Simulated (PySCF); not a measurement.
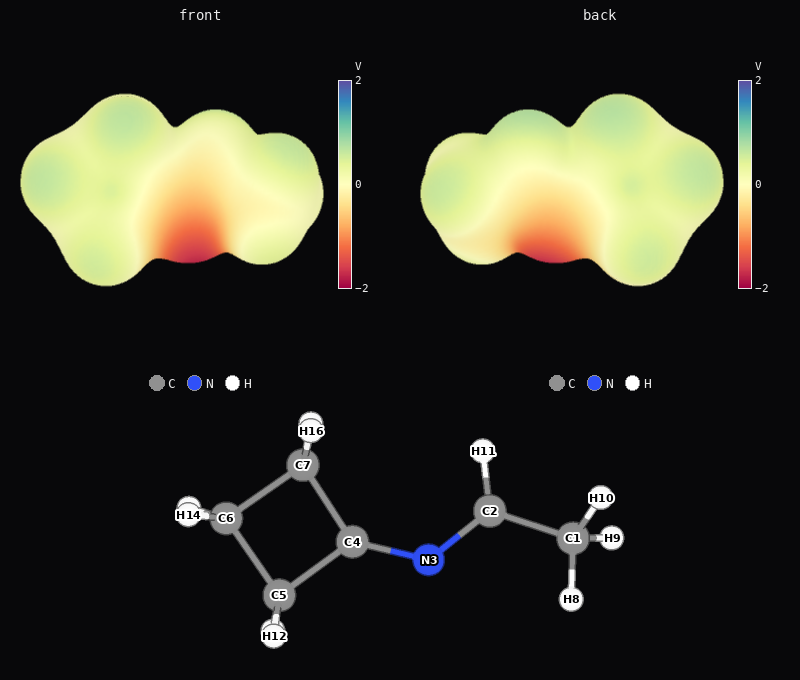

*C6H10N (SMILES C[CH]N=C1CCC1) (doublet). The electrostatic potential painted on the density surface at 0.002 e/bohr³, seen from the front and from behind; red is negative and blue positive. The bare structure is drawn below in the same view.*

Geometry: GFN2-xTB.

Theory: PySCF 2.14.0, density-fitted response routines, UKS B3LYP, pcH-1 on C H N, non-relativistic, mean-field spin-orbit, GIAO.

```xyz
17

C     3.1589   -0.3890   -0.2143
C     1.8100    0.2291   -0.2046
N     0.7488   -0.5207   -0.3078
C    -0.4788   -0.1814   -0.0932
C    -1.7529   -0.8973   -0.4069
C    -2.5167    0.2542    0.2771
C    -1.1841    0.9570    0.5979
H     3.0696   -1.4700   -0.2739
H     3.7429   -0.0284   -1.0634
H     3.7081   -0.1230    0.6911
H     1.7490    1.3179   -0.1632
H    -1.8532   -1.8695    0.0781
H    -1.9563   -1.0296   -1.4709
H    -3.0852   -0.0452    1.1546
H    -3.1659    0.8156   -0.3911
H    -0.9567    1.0629    1.6598
H    -1.0447    1.9293    0.1211
```

### Which sites attract a positive test charge, and which a negative one?

A positive charge is drawn to the negative regions and a negative charge to the positive ones. The most negative region (about −1.7 V) lies over N3, the most positive (about +0.7 V) over H11, H16 and H17. N3 is the likeliest acceptor of a hydrogen bond.
